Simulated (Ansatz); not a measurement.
## Run report: C3H9GeN, geometry relaxation (part 2 of 2)

C3H9GeN, SMILES C=CC[NH][GeH3]; RKS PBE0-D4/def2-TZVP (Ansatz 0.2.0). The geometry: PBE-D4/def2-SVP start.

Geometry of the input (Å):
```
C  0.0023  0.5863  -2.6715
C  -0.5806  0.1016  -1.5619
C  -0.1953  0.4767  -0.1559
N  0.1646  -0.7108  0.6142
Ge 0.2480  -0.6187  2.4648
H  -0.3162  0.2726  -3.6782
H  0.8163  1.3294  -2.6134
H  -1.3842  -0.6537  -1.6404
H  -1.0734  0.9497  0.3433
H  0.5982  1.2669  -0.1902
H  0.9613  -1.2015  0.1930
H  1.2434  0.4588  3.0113
H  0.6826  -2.0227  2.9566
H  -1.1798  -0.2637  2.9571
```

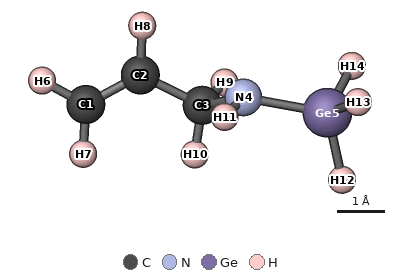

**Figure 1.** The geometry at step 6 of the log (ball-and-stick view, seen at a tilt; atoms are numbered from 1 in the order of the input).

### Trajectory as extended XYZ (Å, eV, eV/Å), 10 frames, from step=1 to step=10
```
14
Properties=species:S:1:pos:R:3:forces:R:3 step=1 energy=-61254.16539
C     0.0023    0.5863   -2.6715   -0.2172  -0.1398   0.4313
C    -0.5806    0.1016   -1.5619    0.1415   0.0174  -0.5775
C    -0.1953    0.4767   -0.1559   -0.0426   0.3690   0.0470
N     0.1646   -0.7108    0.6142    0.4162  -0.0465  -0.0861
Ge    0.2480   -0.6187    2.4648   -0.0210   0.0076  -0.1200
H    -0.3162    0.2726   -3.6782    0.1635   0.1606   0.5644
H     0.8163    1.3294   -2.6134   -0.4333  -0.4058  -0.0121
H    -1.3842   -0.6537   -1.6404    0.4344   0.4128   0.0141
H    -1.0734    0.9497    0.3433    0.4052  -0.2566  -0.2462
H     0.5982    1.2669   -0.1902   -0.3587  -0.4508   0.0228
H     0.9613   -1.2015    0.1930   -0.4800   0.3387   0.2449
H     1.2434    0.4588    3.0113   -0.1676  -0.1859  -0.1255
H     0.6826   -2.0227    2.9566   -0.0613   0.2242  -0.0796
H    -1.1798   -0.2637    2.9571    0.2208  -0.0448  -0.0775
14
Properties=species:S:1:pos:R:3:forces:R:3 step=2 energy=-61254.21896
C     0.0003    0.5854   -2.6456    0.0163  -0.0414   0.0483
C    -0.5771    0.0976   -1.5531   -0.0332   0.0269  -0.0891
C    -0.1980    0.4723   -0.1540   -0.0256   0.0971  -0.0180
N     0.1617   -0.7131    0.6071    0.1423  -0.0128   0.0373
Ge    0.2445   -0.6136    2.4466   -0.0066  -0.0210  -0.1079
H    -0.3110    0.2786   -3.6422    0.0476   0.0492   0.1440
H     0.8127    1.3102   -2.5809   -0.1333  -0.0889  -0.0105
H    -1.3748   -0.6441   -1.6380    0.1234   0.1140   0.0177
H    -1.0690    0.9364    0.3388    0.1285  -0.0748  -0.0792
H     0.5922    1.2471   -0.1846   -0.1212  -0.1390   0.0078
H     0.9590   -1.1850    0.1922   -0.1405   0.0810   0.0605
H     1.2359    0.4562    2.9699   -0.0137  -0.0105  -0.0167
H     0.6802   -2.0031    2.9373   -0.0099   0.0251   0.0106
H    -1.1693   -0.2540    2.9355    0.0258  -0.0046  -0.0047
14
Properties=species:S:1:pos:R:3:forces:R:3 step=3 energy=-61254.22186
C     0.0081    0.5805   -2.6387   -0.0626   0.1070  -0.0087
C    -0.5785    0.1002   -1.5524    0.0449  -0.0606   0.0247
C    -0.1996    0.4681   -0.1552   -0.0302   0.0349  -0.0049
N     0.1577   -0.7161    0.6062    0.0139  -0.0116   0.0246
Ge    0.2464   -0.6134    2.4406   -0.0150   0.0020  -0.0292
H    -0.2987    0.2776   -3.6325    0.0050  -0.0115  -0.0190
H     0.7943    1.3267   -2.5713    0.0479  -0.0452   0.0012
H    -1.3692   -0.6408   -1.6394   -0.0074  -0.0230  -0.0007
H    -1.0644    0.9329    0.3350   -0.0138   0.0022   0.0166
H     0.5905    1.2340   -0.1843    0.0104   0.0083   0.0041
H     0.9474   -1.1906    0.1899    0.0020  -0.0111  -0.0147
H     1.2378    0.4588    2.9538    0.0101   0.0068  -0.0029
H     0.6785   -1.9974    2.9446    0.0048  -0.0037   0.0021
H    -1.1631   -0.2495    2.9326   -0.0099   0.0057   0.0069
14
Properties=species:S:1:pos:R:3:forces:R:3 step=4 energy=-61254.22282
C     0.0025    0.5890   -2.6367    0.0602  -0.0153   0.0023
C    -0.5798    0.1000   -1.5521    0.0036  -0.0071   0.0205
C    -0.2046    0.4674   -0.1542    0.0007  -0.0089  -0.0102
N     0.1576   -0.7166    0.6051   -0.0084  -0.0112   0.0222
Ge    0.2478   -0.6125    2.4382   -0.0054   0.0037  -0.0039
H    -0.2979    0.2837   -3.6314   -0.0153   0.0039  -0.0280
H     0.8118    1.3097   -2.5654   -0.0160   0.0235  -0.0018
H    -1.3690   -0.6418   -1.6415   -0.0348  -0.0112  -0.0040
H    -1.0713    0.9270    0.3366   -0.0252   0.0093   0.0133
H     0.5822    1.2360   -0.1811    0.0221   0.0251   0.0026
H     0.9468   -1.1892    0.1869    0.0153  -0.0170  -0.0183
H     1.2408    0.4605    2.9473    0.0071   0.0061  -0.0004
H     0.6811   -1.9952    2.9447    0.0032  -0.0046   0.0017
H    -1.1608   -0.2470    2.9324   -0.0071   0.0038   0.0038
14
Properties=species:S:1:pos:R:3:forces:R:3 step=5 energy=-61254.22317
C     0.0056    0.5873   -2.6370    0.0076   0.0056   0.0042
C    -0.5780    0.0978   -1.5526   -0.0031   0.0011   0.0002
C    -0.2043    0.4658   -0.1541    0.0020   0.0010  -0.0088
N     0.1568   -0.7185    0.6057    0.0030  -0.0082   0.0144
Ge    0.2473   -0.6117    2.4390    0.0023   0.0011  -0.0052
H    -0.2985    0.2868   -3.6329    0.0020  -0.0006  -0.0018
H     0.8089    1.3149   -2.5651   -0.0050  -0.0009  -0.0003
H    -1.3700   -0.6422   -1.6430   -0.0023  -0.0003  -0.0011
H    -1.0721    0.9259    0.3362   -0.0043  -0.0023  -0.0005
H     0.5833    1.2350   -0.1802    0.0014   0.0034   0.0025
H     0.9458   -1.1926    0.1874   -0.0039  -0.0031  -0.0058
H     1.2421    0.4613    2.9457    0.0009   0.0022  -0.0016
H     0.6815   -1.9944    2.9460   -0.0009   0.0002   0.0033
H    -1.1610   -0.2445    2.9338    0.0006   0.0008   0.0004
14
Properties=species:S:1:pos:R:3:forces:R:3 step=6 energy=-61254.22326
C     0.0070    0.5885   -2.6362   -0.0029   0.0029   0.0022
C    -0.5781    0.0972   -1.5532   -0.0009  -0.0001  -0.0027
C    -0.2058    0.4638   -0.1539    0.0019   0.0042  -0.0030
N     0.1551   -0.7209    0.6058    0.0008  -0.0069   0.0051
Ge    0.2485   -0.6111    2.4385    0.0016   0.0033   0.0012
H    -0.2955    0.2893   -3.6331    0.0020   0.0005   0.0018
H     0.8087    1.3174   -2.5621    0.0010  -0.0017   0.0008
H    -1.3701   -0.6426   -1.6455    0.0030   0.0004  -0.0009
H    -1.0744    0.9231    0.3359   -0.0013  -0.0030  -0.0014
H     0.5815    1.2335   -0.1785   -0.0021   0.0002   0.0018
H     0.9428   -1.1961    0.1863   -0.0044  -0.0010  -0.0037
H     1.2445    0.4630    2.9412    0.0004  -0.0007  -0.0021
H     0.6817   -1.9928    2.9490    0.0000   0.0015   0.0009
H    -1.1588   -0.2414    2.9347    0.0009   0.0005  -0.0001
14
Properties=species:S:1:pos:R:3:forces:R:3 step=7 energy=-61254.22345
C     0.0124    0.5931   -2.6324   -0.0175  -0.0046  -0.0030
C    -0.5780    0.0950   -1.5554    0.0054   0.0013  -0.0065
C    -0.2132    0.4568   -0.1531    0.0035   0.0026   0.0078
N     0.1467   -0.7292    0.6060   -0.0131   0.0019  -0.0158
Ge    0.2524   -0.6075    2.4371    0.0113   0.0011   0.0126
H    -0.2836    0.2991   -3.6329    0.0017   0.0007   0.0067
H     0.8113    1.3240   -2.5498    0.0081  -0.0005   0.0026
H    -1.3688   -0.6453   -1.6556    0.0085   0.0013  -0.0006
H    -1.0854    0.9123    0.3344    0.0025  -0.0016  -0.0032
H     0.5726    1.2285   -0.1713   -0.0062  -0.0030  -0.0003
H     0.9300   -1.2084    0.1825   -0.0008   0.0027   0.0031
H     1.2565    0.4672    2.9231   -0.0060  -0.0030  -0.0015
H     0.6850   -1.9860    2.9569   -0.0026   0.0014  -0.0012
H    -1.1505   -0.2287    2.9395    0.0053  -0.0002  -0.0006
14
Properties=species:S:1:pos:R:3:forces:R:3 step=8 energy=-61254.22351
C     0.0155    0.5954   -2.6305   -0.0108  -0.0035  -0.0030
C    -0.5778    0.0939   -1.5567    0.0055   0.0026  -0.0040
C    -0.2184    0.4538   -0.1525    0.0026   0.0004   0.0063
N     0.1408   -0.7330    0.6058   -0.0109   0.0027  -0.0109
Ge    0.2561   -0.6062    2.4363   -0.0003   0.0049   0.0116
H    -0.2765    0.3034   -3.6327    0.0015  -0.0002   0.0055
H     0.8138    1.3266   -2.5433    0.0029  -0.0010   0.0015
H    -1.3669   -0.6475   -1.6613    0.0056   0.0016  -0.0002
H    -1.0928    0.9071    0.3330    0.0029  -0.0012  -0.0035
H     0.5663    1.2268   -0.1672   -0.0047  -0.0026  -0.0002
H     0.9220   -1.2135    0.1799    0.0015   0.0025   0.0036
H     1.2624    0.4699    2.9142    0.0015  -0.0078  -0.0027
H     0.6856   -1.9844    2.9597    0.0028   0.0037  -0.0028
H    -1.1430   -0.2214    2.9442    0.0000  -0.0021  -0.0011
14
Properties=species:S:1:pos:R:3:forces:R:3 step=9 energy=-61254.22357
C     0.0188    0.5970   -2.6290    0.0003  -0.0019  -0.0015
C    -0.5775    0.0933   -1.5579    0.0047   0.0016  -0.0001
C    -0.2240    0.4523   -0.1521   -0.0010  -0.0008   0.0015
N     0.1338   -0.7352    0.6061   -0.0087   0.0034  -0.0033
Ge    0.2582   -0.6045    2.4362    0.0020  -0.0009   0.0022
H    -0.2684    0.3050   -3.6325   -0.0004   0.0004   0.0022
H     0.8162    1.3289   -2.5378   -0.0022  -0.0014  -0.0002
H    -1.3644   -0.6498   -1.6664    0.0011   0.0007   0.0003
H    -1.1008    0.9037    0.3306    0.0014   0.0000  -0.0018
H     0.5596    1.2263   -0.1632   -0.0013  -0.0009   0.0003
H     0.9138   -1.2165    0.1788    0.0034   0.0012   0.0032
H     1.2714    0.4686    2.9056   -0.0015  -0.0017  -0.0008
H     0.6880   -1.9821    2.9605    0.0006  -0.0003  -0.0023
H    -1.1377   -0.2162    2.9500    0.0017   0.0006   0.0003
14
Properties=species:S:1:pos:R:3:forces:R:3 step=10 energy=-61254.22359
C     0.0204    0.5968   -2.6287    0.0044   0.0015   0.0005
C    -0.5770    0.0932   -1.5584    0.0014   0.0005   0.0022
C    -0.2264    0.4527   -0.1519   -0.0020  -0.0010  -0.0034
N     0.1304   -0.7348    0.6064   -0.0042   0.0019   0.0030
Ge    0.2589   -0.6045    2.4365    0.0017  -0.0002  -0.0044
H    -0.2650    0.3038   -3.6324   -0.0007  -0.0003  -0.0010
H     0.8171    1.3294   -2.5367   -0.0024  -0.0008  -0.0010
H    -1.3627   -0.6508   -1.6679   -0.0018  -0.0007   0.0003
H    -1.1044    0.9037    0.3290   -0.0004   0.0003   0.0001
H     0.5566    1.2271   -0.1617    0.0013   0.0007   0.0007
H     0.9108   -1.2158    0.1793    0.0027  -0.0007   0.0009
H     1.2746    0.4671    2.9033    0.0008   0.0006   0.0008
H     0.6890   -1.9829    2.9579   -0.0009  -0.0006   0.0007
H    -1.1349   -0.2140    2.9542    0.0001  -0.0012   0.0006
```

### Results in brief

| quantity | value |
| --- | --- |
| outcome | converged |
| total energy | −61254.2236 eV |
| mean-field energy | −61253.9887 eV |
| dispersion energy | −0.2350 eV |
| SCF solution under orbital rotations | stable |
| largest force (length of the vector) at the end | 0.006 eV/Å |
| dipole moment | 0.64 D |
| hardware | 4 threads of Intel Xeon @ 2.50GHz, 31 GiB of memory available, shared host |
| wall time | 53 s (CPU time 3.2 min) |
| peak memory | 0.74 GiB |
